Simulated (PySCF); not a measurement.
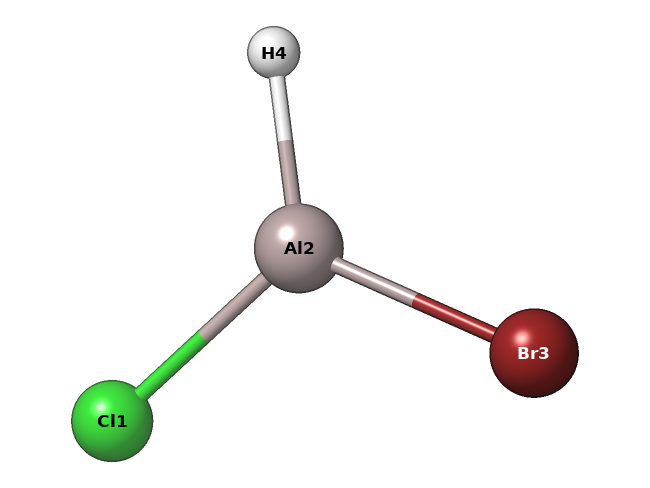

The geometry was computed by an optimisation with PBE0-D3(BJ)/def2-SVP. No frequency run is at hand to confirm it as a minimum. Properties computed with delta-SCF UKS SCAN, pcX-2 on the ionised atom, pcseg-1 elsewhere, spin-free X2C (PySCF 2.14.0).

Give the core-electron binding energies (to vacuum; p and d levels without spin–orbit splitting) of Cl1 1s, Cl1 2p, Al2 1s, Al2 2p.

| atom | level | binding energy (eV) |
| --- | --- | --- |
| Cl1 | 1s | 2828.7 |
| Cl1 | 2p | 206.7 |
| Al2 | 1s | 1568.9 |
| Al2 | 2p | 82.4 |
